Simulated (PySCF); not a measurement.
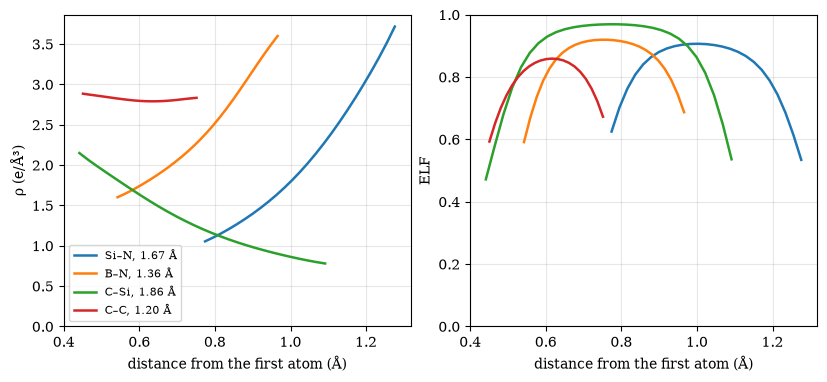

*C2H6BN2Si (SMILES C#C[SiH2][N]BN) (doublet). Electron density and ELF along straight lines between neighbouring atoms. The curves leave out the atomic cores.*

Geometry: GFN2-xTB.

Computed with UKS B3LYP, pcH-1 on B C H N Si, non-relativistic, mean-field spin-orbit, GIAO (PySCF).

The calculation's input:

```
{"job": {"kind": "epr", "basis": "pcH-1"}, "charge": 0, "multiplicity": 2}
C      3.258901     0.874708    -0.306886
C      2.213976     0.772181     0.278251
Si     0.606668     0.614304     1.196662
N     -0.632923     0.041366     0.229520
B     -1.579698    -0.213702    -0.706356
N     -2.244654    -1.431634    -0.905001
H      4.173129     0.962821    -0.821613
H      0.784044    -0.415027     2.239333
H      0.271998     1.923014     1.781200
H     -1.873504     0.701022    -1.404973
H     -2.939747    -1.579904    -1.612348
H     -2.036991    -2.249835    -0.361428
```

Command:

```sh
OMP_NUM_THREADS=1 python probes_run.py task.json out
```

Q: Compare the contacts.

A: Si–N (1.67 Å): ρ is about 1.2 e/Å³ halfway; the ELF peaks at about 0.90 between the atoms: a polar covalent bond.
B–N (1.36 Å): ρ is about 2 e/Å³ halfway; the ELF peaks at about 0.90 between the atoms: a short, strongly polar bond.
C–Si (1.86 Å): the density is about 0.95 e/Å³ at the midpoint; the ELF peaks at about 0.95 between the atoms, as expected for localised, covalent bonding.
C–C (1.20 Å): the density is about 2.8 e/Å³ at the midpoint; the ELF peaks at about 0.85 between the atoms; a short, multiple covalent bond.
